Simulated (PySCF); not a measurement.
# BeH2Br−, a complex of two parts: interaction energy, part 3 of 3

PySCF 2.14.0. Atoms count from 0, parts from 1. Earlier steps stand in the parts before.

### 8 Coupled-cluster interaction energy: CCSD(T) and MP2, 1.96 Å

The job: settings as JSON, then the geometry in Å.

```
{"job": {"kind": "intercc", "basis": "aug-cc-pVDZ", "basis_mid": "aug-cc-pVTZ", "basis_large": "aug-cc-pVQZ"}, "charge": -1, "multiplicity": 1, "parts": [{"atoms": "0-2", "charge": 0, "multiplicity": 1}, {"atoms": "3-3", "charge": -1, "multiplicity": 1}]}
Be    -0.132258    -0.066135    -0.432114
H      0.138863     1.258746    -0.091580
H     -0.079220    -1.189034     0.393320
Br    -0.649602    -0.388231    -2.292055
```

Level: CCSD(T)/aug-cc-pVDZ and MP2/aug-cc-pVTZ, aug-cc-pVQZ counterpoise interaction energy, frozen core, gas phase.

What it wrote:

```text
part 1, own basis, geometry of the cluster: E = -15.7465579929 (as before)

part 2, own basis, geometry of the cluster: E = -2572.5340453779 (as before)

part 1, own basis, relaxed alone: E = -15.7719336781 (as before)

part 2, own basis, relaxed alone: E = -2572.5340453779 (as before)

cluster
final grid: 4752 points
cycle   1  E = -2588.3293552421  dE = -7.969e-02  |g| = 1.375e-01  |ddm| = 2.017e+00
cycle   2  E = -2588.3381465353  dE = -8.791e-03  |g| = 4.791e-02  |ddm| = 4.453e-01
cycle   3  E = -2588.3394209171  dE = -1.274e-03  |g| = 1.877e-02  |ddm| = 1.301e-01
cycle   4  E = -2588.3397196552  dE = -2.987e-04  |g| = 2.672e-03  |ddm| = 9.294e-02
cycle   5  E = -2588.3397257893  dE = -6.134e-06  |g| = 8.193e-04  |ddm| = 1.199e-02
cycle   6  E = -2588.3397260424  dE = -2.531e-07  |g| = 1.770e-04  |ddm| = 2.395e-03
cycle   7  E = -2588.3397260713  dE = -2.896e-08  |g| = 3.577e-05  |ddm| = 9.948e-04
cycle   8  E = -2588.3397260728  dE = -1.466e-09  |g| = 8.340e-06  |ddm| = 1.768e-04
cycle   9  E = -2588.3397260729  dE = -8.276e-11  |g| = 1.369e-06  |ddm| = 6.428e-05
converged SCF energy = -2588.3397260729

part 1 in the basis of the cluster
final grid: 4752 points
cycle   1  E = -15.7466189102  dE = -7.184e-05  |g| = 1.770e-03  |ddm| = 2.447e-01
cycle   2  E = -15.7466199610  dE = -1.051e-06  |g| = 2.441e-04  |ddm| = 3.049e-02
cycle   3  E = -15.7466199922  dE = -3.126e-08  |g| = 2.389e-05  |ddm| = 5.311e-03
cycle   4  E = -15.7466199927  dE = -4.770e-10  |g| = 3.995e-06  |ddm| = 4.465e-04
converged SCF energy = -15.7466199927

part 2 in the basis of the cluster
final grid: 4752 points
cycle   1  E = -2572.5337044120  dE = -4.182e-05  |g| = 1.473e-03  |ddm| = 1.035e-01
cycle   2  E = -2572.5337053533  dE = -9.413e-07  |g| = 2.933e-04  |ddm| = 9.707e-03
cycle   3  E = -2572.5337054392  dE = -8.597e-08  |g| = 1.453e-04  |ddm| = 2.586e-03
cycle   4  E = -2572.5337054458  dE = -6.562e-09  |g| = 3.095e-05  |ddm| = 5.702e-04
cycle   5  E = -2572.5337054469  dE = -1.092e-09  |g| = 3.736e-06  |ddm| = 4.311e-04
cycle   6  E = -2572.5337054469  dE = -1.910e-11  |g| = 8.191e-07  |ddm| = 9.662e-05
converged SCF energy = -2572.5337054469

Interaction energy (kcal/mol)
  counterpoise      -43.910
  uncorrected       -47.842
  dispersion part     0.000
  deformation        15.061
  binding           -28.850

Decomposition of the uncorrected value (kcal/mol)
  electrostatic     -69.798
  Pauli              88.963
  orbital           -56.512
  dispersion          0.000
  correlation       -10.494

Charge of each part in the cluster: -0.138 -0.862
part 1, own basis, geometry of the cluster: E = -15.7475685757 (as before)

part 2, own basis, geometry of the cluster: E = -2572.5363904065 (as before)

part 1, own basis, relaxed alone: E = -15.7730139516 (as before)

part 2, own basis, relaxed alone: E = -2572.5363904065 (as before)

cluster
final grid: 4752 points
cycle   1  E = -2588.3329049185  dE = -7.991e-02  |g| = 1.476e-01  |ddm| = 2.054e+00
cycle   2  E = -2588.3418042920  dE = -8.899e-03  |g| = 5.322e-02  |ddm| = 4.579e-01
cycle   3  E = -2588.3431112999  dE = -1.307e-03  |g| = 1.982e-02  |ddm| = 1.268e-01
cycle   4  E = -2588.3434393135  dE = -3.280e-04  |g| = 3.057e-03  |ddm| = 9.972e-02
cycle   5  E = -2588.3434457807  dE = -6.467e-06  |g| = 1.203e-03  |ddm| = 1.359e-02
cycle   6  E = -2588.3434462927  dE = -5.120e-07  |g| = 1.951e-04  |ddm| = 4.175e-03
cycle   7  E = -2588.3434463297  dE = -3.700e-08  |g| = 4.070e-05  |ddm| = 1.092e-03
cycle   8  E = -2588.3434463314  dE = -1.736e-09  |g| = 1.023e-05  |ddm| = 2.206e-04
cycle   9  E = -2588.3434463315  dE = -1.228e-10  |g| = 1.817e-06  |ddm| = 8.608e-05
converged SCF energy = -2588.3434463315

part 1 in the basis of the cluster
final grid: 4752 points
cycle   1  E = -15.7475660500  dE = -6.688e-06  |g| = 4.900e-04  |ddm| = 1.099e-01
cycle   2  E = -15.7475661081  dE = -5.817e-08  |g| = 5.180e-05  |ddm| = 1.299e-02
cycle   3  E = -15.7475661094  dE = -1.297e-09  |g| = 5.553e-06  |ddm| = 2.206e-03
cycle   4  E = -15.7475661094  dE = -2.390e-11  |g| = 7.997e-07  |ddm| = 2.487e-04
converged SCF energy = -15.7475661094

part 2 in the basis of the cluster
final grid: 4752 points
cycle   1  E = -2572.5360287944  dE = -9.656e-06  |g| = 1.208e-03  |ddm| = 6.747e-02
cycle   2  E = -2572.5360294567  dE = -6.623e-07  |g| = 5.352e-04  |ddm| = 6.990e-03
cycle   3  E = -2572.5360295329  dE = -7.623e-08  |g| = 1.682e-04  |ddm| = 2.174e-03
cycle   4  E = -2572.5360295502  dE = -1.732e-08  |g| = 2.834e-05  |ddm| = 1.332e-03
cycle   5  E = -2572.5360295508  dE = -6.198e-10  |g| = 3.635e-06  |ddm| = 3.889e-04
converged SCF energy = -2572.5360295508

Interaction energy (kcal/mol)
  counterpoise      -45.106
  uncorrected       -48.153
  dispersion part     0.000
  deformation        15.164
  binding           -29.942

Decomposition of the uncorrected value (kcal/mol)
  electrostatic     -69.477
  Pauli              88.671
  orbital           -56.762
  dispersion          0.000
  correlation       -10.586

Charge of each part in the cluster: -0.138 -0.862
part 1 in the basis of the cluster: E(HF) = -15.743269960  E2 = -0.054191100  E(CCSD corr) = -0.071961871  (T) = -0.000581058
part 2 in the basis of the cluster: E(HF) = -2572.462794955  E2 = -0.152175633  E(CCSD corr) = -0.161423919  (T) = -0.004342344
cluster: E(HF) = -2588.262916475  E2 = -0.213236327  E(CCSD corr) = -0.238497895  (T) = -0.005685986

Counterpoise interaction energy (kcal/mol)
  hf_small                 -35.675
  mp2_small                -39.986
  ccsd_small               -38.883
  ccsdt_small              -39.361
  hf_large                 -37.557
  mp2_large                -45.106
  hf_middle                -37.275
  mp2_middle               -43.910
  scs_mp2_large            -43.218
  mp2_limit                -45.773
  ccsdt_less_mp2             0.624
  ccsdt_limit_estimate     -45.148
  bsse_mp2_large             3.047
```

Run time: 44 s. Hardware: 1 thread of Arm Neoverse N1, shared host; peak memory 0.5 GiB.

Contacts at this geometry (a selection, picked against the atoms' radii; other short pairs can be missing):

| atoms | distance (Å) | kind (by distance and angle) | angle (°) |
| --- | --- | --- | --- |
| Be0···Br3 | 1.96 | bonding distance | – |

Differences are taken before rounding.

| method | interaction energy (kcal/mol) | from CCSD(T), limit estimate (kcal/mol) |
| --- | --- | --- |
| HF/aug-cc-pVDZ | -35.67 | +9.47 |
| MP2/aug-cc-pVDZ | -39.99 | +5.16 |
| CCSD/aug-cc-pVDZ | -38.88 | +6.27 |
| CCSD(T)/aug-cc-pVDZ | -39.36 | +5.79 |
| HF/aug-cc-pVQZ | -37.56 | +7.59 |
| MP2/aug-cc-pVQZ | -45.11 | +0.04 |
| SCS-MP2/aug-cc-pVQZ | -43.22 | +1.93 |
| MP2, extrapolated | -45.77 | -0.62 |
| CCSD(T), limit estimate | -45.15 | 0 |

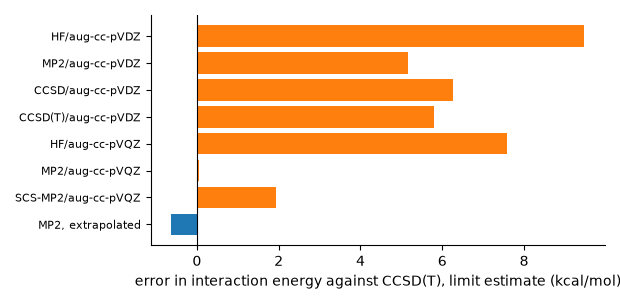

Error of each method against CCSD(T), limit estimate.

These energies keep the parts at their geometry in the cluster; deforming them to it costs 15.16 kcal/mol (MP2).

### 9 Coupled-cluster interaction energy: CCSD(T) and MP2, 3.26 Å

Same as in step 8 but for these lines:

```diff
@@ -4,2 +4,2 @@
 H     -0.079220    -1.189034     0.393320
-Br    -0.649602    -0.388231    -2.292055
+Br    -0.994498    -0.602961    -3.532016
```

Level: CCSD(T)/aug-cc-pVDZ and MP2/aug-cc-pVTZ, aug-cc-pVQZ counterpoise interaction energy, frozen core, gas phase.

What it wrote:

```text
part 1, own basis, geometry of the cluster: E = -15.7465579929 (as before)

part 2, own basis, geometry of the cluster: E = -2572.5340453779 (as before)

part 1, own basis, relaxed alone: E = -15.7719336781 (as before)

part 2, own basis, relaxed alone: E = -2572.5340453779 (as before)

cluster
final grid: 4752 points
cycle   1  E = -2588.3169137549  dE = -1.021e-02  |g| = 3.921e-02  |ddm| = 3.820e-01
cycle   2  E = -2588.3184538418  dE = -1.540e-03  |g| = 1.608e-02  |ddm| = 1.072e-01
cycle   3  E = -2588.3188008264  dE = -3.470e-04  |g| = 6.501e-03  |ddm| = 5.557e-02
cycle   4  E = -2588.3188513665  dE = -5.054e-05  |g| = 1.476e-03  |ddm| = 2.683e-02
cycle   5  E = -2588.3188536039  dE = -2.237e-06  |g| = 4.772e-04  |ddm| = 5.737e-03
cycle   6  E = -2588.3188537651  dE = -1.612e-07  |g| = 8.440e-05  |ddm| = 1.416e-03
cycle   7  E = -2588.3188537727  dE = -7.633e-09  |g| = 1.377e-05  |ddm| = 3.814e-04
cycle   8  E = -2588.3188537729  dE = -2.015e-10  |g| = 3.817e-06  |ddm| = 8.508e-05
converged SCF energy = -2588.3188537729

part 1 in the basis of the cluster
final grid: 4752 points
cycle   1  E = -15.7465671672  dE = -1.775e-05  |g| = 7.091e-04  |ddm| = 9.134e-02
cycle   2  E = -15.7465673428  dE = -1.756e-07  |g| = 8.358e-05  |ddm| = 1.013e-02
cycle   3  E = -15.7465673465  dE = -3.693e-09  |g| = 7.269e-06  |ddm| = 1.540e-03
cycle   4  E = -15.7465673466  dE = -4.585e-11  |g| = 1.572e-06  |ddm| = 1.111e-04
converged SCF energy = -15.7465673466

part 2 in the basis of the cluster
final grid: 4752 points
cycle   1  E = -2572.5337851165  dE = -1.595e-05  |g| = 9.487e-04  |ddm| = 3.494e-02
cycle   2  E = -2572.5337856562  dE = -5.396e-07  |g| = 2.925e-04  |ddm| = 4.137e-03
cycle   3  E = -2572.5337857140  dE = -5.782e-08  |g| = 1.446e-04  |ddm| = 1.030e-03
cycle   4  E = -2572.5337857227  dE = -8.721e-09  |g| = 2.220e-05  |ddm| = 4.227e-04
cycle   5  E = -2572.5337857234  dE = -6.621e-10  |g| = 4.631e-06  |ddm| = 1.304e-04
converged SCF energy = -2572.5337857234

Interaction energy (kcal/mol)
  counterpoise      -25.826
  uncorrected       -26.646
  dispersion part     0.000
  deformation        15.061
  binding           -10.766

Decomposition of the uncorrected value (kcal/mol)
  electrostatic     -19.923
  Pauli               3.364
  orbital            -7.622
  dispersion          0.000
  correlation        -2.465

Charge of each part in the cluster: -0.057 -0.943
part 1, own basis, geometry of the cluster: E = -15.7475685757 (as before)

part 2, own basis, geometry of the cluster: E = -2572.5363904065 (as before)

part 1, own basis, relaxed alone: E = -15.7730139516 (as before)

part 2, own basis, relaxed alone: E = -2572.5363904065 (as before)

cluster
final grid: 4752 points
cycle   1  E = -2588.3203126504  dE = -1.022e-02  |g| = 4.023e-02  |ddm| = 3.779e-01
cycle   2  E = -2588.3218584158  dE = -1.546e-03  |g| = 1.666e-02  |ddm| = 1.144e-01
cycle   3  E = -2588.3221947969  dE = -3.364e-04  |g| = 7.204e-03  |ddm| = 5.726e-02
cycle   4  E = -2588.3222579765  dE = -6.318e-05  |g| = 1.708e-03  |ddm| = 3.296e-02
cycle   5  E = -2588.3222604201  dE = -2.444e-06  |g| = 6.215e-04  |ddm| = 6.788e-03
cycle   6  E = -2588.3222606900  dE = -2.699e-07  |g| = 9.812e-05  |ddm| = 2.446e-03
cycle   7  E = -2588.3222606998  dE = -9.812e-09  |g| = 1.609e-05  |ddm| = 4.635e-04
cycle   8  E = -2588.3222607000  dE = -2.465e-10  |g| = 5.115e-06  |ddm| = 9.722e-05
converged SCF energy = -2588.3222607000

part 1 in the basis of the cluster
final grid: 4752 points
cycle   1  E = -15.7475626127  dE = -1.698e-06  |g| = 2.283e-04  |ddm| = 4.719e-02
cycle   2  E = -15.7475626315  dE = -1.874e-08  |g| = 2.888e-05  |ddm| = 5.730e-03
cycle   3  E = -15.7475626319  dE = -4.041e-10  |g| = 2.545e-06  |ddm| = 8.962e-04
converged SCF energy = -15.7475626319

part 2 in the basis of the cluster
final grid: 4752 points
cycle   1  E = -2572.5361279703  dE = -5.676e-06  |g| = 9.162e-04  |ddm| = 2.391e-02
cycle   2  E = -2572.5361284146  dE = -4.442e-07  |g| = 4.017e-04  |ddm| = 3.343e-03
cycle   3  E = -2572.5361284671  dE = -5.259e-08  |g| = 1.363e-04  |ddm| = 1.354e-03
cycle   4  E = -2572.5361284804  dE = -1.321e-08  |g| = 2.276e-05  |ddm| = 6.070e-04
cycle   5  E = -2572.5361284809  dE = -5.657e-10  |g| = 4.995e-06  |ddm| = 1.226e-04
converged SCF energy = -2572.5361284809

Interaction energy (kcal/mol)
  counterpoise      -25.891
  uncorrected       -26.584
  dispersion part     0.000
  deformation        15.164
  binding           -10.727

Decomposition of the uncorrected value (kcal/mol)
  electrostatic     -19.935
  Pauli               3.360
  orbital            -7.633
  dispersion          0.000
  correlation        -2.376

Charge of each part in the cluster: -0.057 -0.943
part 1 in the basis of the cluster: E(HF) = -15.743096460  E2 = -0.053892220  E(CCSD corr) = -0.071696802  (T) = -0.000570451
part 2 in the basis of the cluster: E(HF) = -2572.462624593  E2 = -0.148084873  E(CCSD corr) = -0.157016875  (T) = -0.003781109
cluster: E(HF) = -2588.244032372  E2 = -0.204339725  E(CCSD corr) = -0.230456841  (T) = -0.004944583

Counterpoise interaction energy (kcal/mol)
  hf_small                 -24.041
  mp2_small                -25.523
  ccsd_small               -25.135
  ccsdt_small              -25.507
  hf_large                 -24.203
  mp2_large                -25.891
  hf_middle                -24.160
  mp2_middle               -25.826
  scs_mp2_large            -25.424
  mp2_limit                -25.907
  ccsdt_less_mp2             0.017
  ccsdt_limit_estimate     -25.891
  bsse_mp2_large             0.693
```

It took 44 s on 1 thread of Arm Neoverse N1, shared host; peak memory 0.5 GiB.

Contacts at this geometry (a selection, picked against the atoms' radii; other short pairs can be missing):

| atoms | distance (Å) | kind (by distance and angle) | angle (°) |
| --- | --- | --- | --- |
| Be0···Br3 | 3.26 | inside the van der Waals sum | – |

| method | interaction energy (kcal/mol) | from CCSD(T), limit estimate (kcal/mol) |
| --- | --- | --- |
| HF/aug-cc-pVDZ | -24.04 | +1.85 |
| MP2/aug-cc-pVDZ | -25.52 | +0.37 |
| CCSD/aug-cc-pVDZ | -25.13 | +0.76 |
| CCSD(T)/aug-cc-pVDZ | -25.51 | +0.38 |
| HF/aug-cc-pVQZ | -24.20 | +1.69 |
| MP2/aug-cc-pVQZ | -25.89 | 0.00 |
| SCS-MP2/aug-cc-pVQZ | -25.42 | +0.47 |
| MP2, extrapolated | -25.91 | -0.02 |
| CCSD(T), limit estimate | -25.89 | 0 |

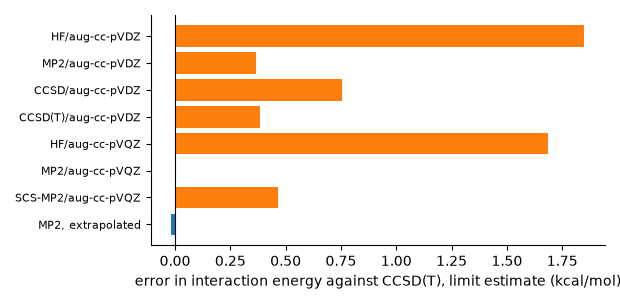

Deviations from CCSD(T), limit estimate, method by method.

These energies keep the parts at their geometry in the cluster; deforming them to it costs 15.16 kcal/mol (MP2).

### 10 Coupled-cluster interaction energy: CCSD(T) and MP2, 4.35 Å

Same as in step 9 but for these lines:

```diff
@@ -4,2 +4,2 @@
 H     -0.079220    -1.189034     0.393320
-Br    -0.994498    -0.602961    -3.532016
+Br    -1.281912    -0.781903    -4.565316
```

Level: CCSD(T)/aug-cc-pVDZ and MP2/aug-cc-pVTZ, aug-cc-pVQZ counterpoise interaction energy, frozen core, gas phase.

What it wrote:

```text
part 1, own basis, geometry of the cluster: E = -15.7465579929 (as before)

part 2, own basis, geometry of the cluster: E = -2572.5340453779 (as before)

part 1, own basis, relaxed alone: E = -15.7719336781 (as before)

part 2, own basis, relaxed alone: E = -2572.5340453779 (as before)

cluster
final grid: 4752 points
cycle   1  E = -2588.2989200361  dE = -2.444e-03  |g| = 1.651e-02  |ddm| = 1.312e-01
cycle   2  E = -2588.2992231887  dE = -3.032e-04  |g| = 6.543e-03  |ddm| = 4.270e-02
cycle   3  E = -2588.2992883436  dE = -6.515e-05  |g| = 2.140e-03  |ddm| = 2.566e-02
cycle   4  E = -2588.2992948644  dE = -6.521e-06  |g| = 5.455e-04  |ddm| = 9.407e-03
cycle   5  E = -2588.2992953102  dE = -4.458e-07  |g| = 1.099e-04  |ddm| = 2.701e-03
cycle   6  E = -2588.2992953230  dE = -1.279e-08  |g| = 3.718e-05  |ddm| = 4.278e-04
cycle   7  E = -2588.2992953238  dE = -8.454e-10  |g| = 6.425e-06  |ddm| = 1.386e-04
converged SCF energy = -2588.2992953238

part 1 in the basis of the cluster
final grid: 4752 points
cycle   1  E = -15.7465582526  dE = -4.140e-06  |g| = 2.513e-04  |ddm| = 1.952e-02
cycle   2  E = -15.7465582808  dE = -2.825e-08  |g| = 2.738e-05  |ddm| = 1.893e-03
cycle   3  E = -15.7465582814  dE = -5.653e-10  |g| = 3.019e-06  |ddm| = 2.926e-04
converged SCF energy = -15.7465582814

part 2 in the basis of the cluster
final grid: 4752 points
cycle   1  E = -2572.5338639024  dE = -8.846e-06  |g| = 7.133e-04  |ddm| = 2.342e-02
cycle   2  E = -2572.5338642574  dE = -3.550e-07  |g| = 2.324e-04  |ddm| = 4.308e-03
cycle   3  E = -2572.5338642987  dE = -4.131e-08  |g| = 1.121e-04  |ddm| = 1.081e-03
cycle   4  E = -2572.5338643056  dE = -6.880e-09  |g| = 1.772e-05  |ddm| = 4.632e-04
cycle   5  E = -2572.5338643061  dE = -5.211e-10  |g| = 4.713e-06  |ddm| = 1.125e-04
converged SCF energy = -2572.5338643061

Interaction energy (kcal/mol)
  counterpoise      -12.074
  uncorrected       -12.385
  dispersion part     0.000
  deformation        15.061
  binding             2.986

Decomposition of the uncorrected value (kcal/mol)
  electrostatic     -10.317
  Pauli               0.235
  orbital            -1.769
  dispersion          0.000
  correlation        -0.534

Charge of each part in the cluster: -0.013 -0.987
part 1, own basis, geometry of the cluster: E = -15.7475685757 (as before)

part 2, own basis, geometry of the cluster: E = -2572.5363904065 (as before)

part 1, own basis, relaxed alone: E = -15.7730139516 (as before)

part 2, own basis, relaxed alone: E = -2572.5363904065 (as before)

cluster
final grid: 4752 points
cycle   1  E = -2588.3023083410  dE = -2.439e-03  |g| = 1.698e-02  |ddm| = 1.447e-01
cycle   2  E = -2588.3026129010  dE = -3.046e-04  |g| = 6.772e-03  |ddm| = 4.883e-02
cycle   3  E = -2588.3026766723  dE = -6.377e-05  |g| = 2.423e-03  |ddm| = 2.616e-02
cycle   4  E = -2588.3026850391  dE = -8.367e-06  |g| = 5.881e-04  |ddm| = 1.143e-02
cycle   5  E = -2588.3026855189  dE = -4.798e-07  |g| = 1.271e-04  |ddm| = 3.400e-03
cycle   6  E = -2588.3026855336  dE = -1.470e-08  |g| = 4.545e-05  |ddm| = 5.404e-04
cycle   7  E = -2588.3026855348  dE = -1.221e-09  |g| = 7.289e-06  |ddm| = 1.943e-04
cycle   8  E = -2588.3026855349  dE = -6.366e-11  |g| = 1.345e-06  |ddm| = 6.143e-05
converged SCF energy = -2588.3026855349

part 1 in the basis of the cluster
final grid: 4752 points
cycle   1  E = -15.7475654719  dE = -4.765e-07  |g| = 1.105e-04  |ddm| = 1.539e-02
cycle   2  E = -15.7475654782  dE = -6.253e-09  |g| = 1.570e-05  |ddm| = 2.186e-03
cycle   3  E = -15.7475654783  dE = -1.528e-10  |g| = 1.337e-06  |ddm| = 3.802e-04
converged SCF energy = -15.7475654783

part 2 in the basis of the cluster
final grid: 4752 points
cycle   1  E = -2572.5362087566  dE = -3.422e-06  |g| = 6.824e-04  |ddm| = 1.604e-02
cycle   2  E = -2572.5362090593  dE = -3.026e-07  |g| = 2.934e-04  |ddm| = 2.703e-03
cycle   3  E = -2572.5362090966  dE = -3.737e-08  |g| = 1.121e-04  |ddm| = 1.037e-03
cycle   4  E = -2572.5362091065  dE = -9.898e-09  |g| = 1.840e-05  |ddm| = 5.126e-04
cycle   5  E = -2572.5362091070  dE = -4.511e-10  |g| = 5.119e-06  |ddm| = 1.081e-04
converged SCF energy = -2572.5362091070

Interaction energy (kcal/mol)
  counterpoise      -12.092
  uncorrected       -12.327
  dispersion part     0.000
  deformation        15.164
  binding             3.073

Decomposition of the uncorrected value (kcal/mol)
  electrostatic     -10.335
  Pauli               0.233
  orbital            -1.767
  dispersion          0.000
  correlation        -0.458

Charge of each part in the cluster: -0.013 -0.987
part 1 in the basis of the cluster: E(HF) = -15.743076269  E2 = -0.053856063  E(CCSD corr) = -0.071670107  (T) = -0.000568838
part 2 in the basis of the cluster: E(HF) = -2572.462548285  E2 = -0.147285218  E(CCSD corr) = -0.156241330  (T) = -0.003676048
cluster: E(HF) = -2588.224515036  E2 = -0.201475874  E(CCSD corr) = -0.227829626  (T) = -0.004395595

Counterpoise interaction energy (kcal/mol)
  hf_small                 -11.854
  mp2_small                -12.064
  ccsd_small               -11.803
  ccsdt_small              -11.897
  hf_large                 -11.867
  mp2_large                -12.092
  hf_middle                -11.843
  mp2_middle               -12.074
  scs_mp2_large            -11.941
  mp2_limit                -12.087
  ccsdt_less_mp2             0.167
  ccsdt_limit_estimate     -11.920
  bsse_mp2_large             0.235
```

Run time: 44 s. Hardware: 1 thread of Arm Neoverse N1, shared host; peak memory 0.5 GiB.

Contacts at this geometry (a selection, picked against the atoms' radii; other short pairs can be missing):

| atoms | distance (Å) | kind (by distance and angle) | angle (°) |
| --- | --- | --- | --- |
| Be0···Br3 | 4.35 | beyond van der Waals contact | – |

| method | interaction energy (kcal/mol) | from CCSD(T), limit estimate (kcal/mol) |
| --- | --- | --- |
| HF/aug-cc-pVDZ | -11.85 | +0.07 |
| MP2/aug-cc-pVDZ | -12.06 | -0.14 |
| CCSD/aug-cc-pVDZ | -11.80 | +0.12 |
| CCSD(T)/aug-cc-pVDZ | -11.90 | +0.02 |
| HF/aug-cc-pVQZ | -11.87 | +0.05 |
| MP2/aug-cc-pVQZ | -12.09 | -0.17 |
| SCS-MP2/aug-cc-pVQZ | -11.94 | -0.02 |
| MP2, extrapolated | -12.09 | -0.17 |
| CCSD(T), limit estimate | -11.92 | 0 |

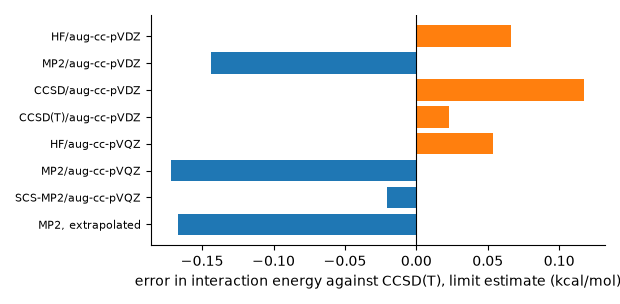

Deviations from CCSD(T), limit estimate, method by method.

These energies keep the parts at their geometry in the cluster; deforming them to it costs 15.16 kcal/mol (MP2).

### 11 The curve

Counterpoise interaction energies (kcal/mol):

| Be0···Br3 (Å) | HF | MP2 limit | CCSD(T) estimate | time |
| --- | --- | --- | --- | --- |
| 1.96 | -37.56 | -45.77 | -45.15 | 44 s |
| 2.07 | -42.55 | -49.73 | -49.26 | 43 s |
| 2.17 | -44.39 | -50.70 | -50.36 | 46 s |
| 2.28 | -44.23 | -49.81 | -49.58 | 43 s |
| 2.39 | -42.86 | -47.80 | -47.65 | 43 s |
| 2.72 | -35.78 | -39.21 | -39.20 | 43 s |
| 3.26 | -24.20 | -25.91 | -25.89 | 44 s |
| 4.35 | -11.87 | -12.09 | -11.92 | 44 s |

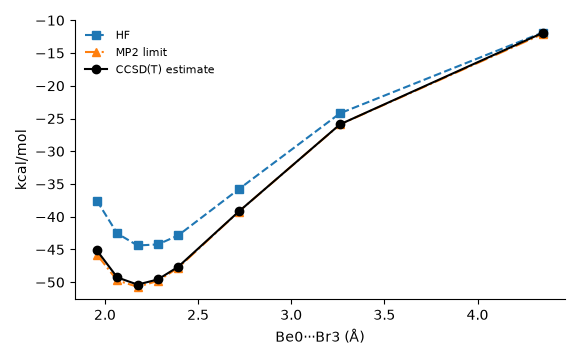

Interaction energy along the rigid scan.

### 12 Outcome

The summary covers parts 1 to 3.

```
                            quantity                   value
                         point group                     C2v
rotational constants (main isotopes)  159.84, 9.87, 9.29 GHz
          CCSD(T) estimate at 1.96 Å         -45.15 kcal/mol
          CCSD(T) estimate at 2.07 Å         -49.26 kcal/mol
          CCSD(T) estimate at 2.17 Å         -50.36 kcal/mol
          CCSD(T) estimate at 2.28 Å         -49.58 kcal/mol
          CCSD(T) estimate at 2.39 Å         -47.65 kcal/mol
          CCSD(T) estimate at 2.72 Å         -39.20 kcal/mol
          CCSD(T) estimate at 3.26 Å         -25.89 kcal/mol
          CCSD(T) estimate at 4.35 Å         -11.92 kcal/mol
```

Relaxing lowered the energy by 0.078 eV in 3 steps; the close pair that moved most is Be0–H2, from 1.312 to 1.395 Å. No frequency check was run at this level, so the end point may be a saddle. Along the rigid scan the CCSD(T) estimate is lowest at 2.17 Å (-50.36 kcal/mol), where MP2 at the limit misses it by -0.33 and Hartree-Fock by +5.98.
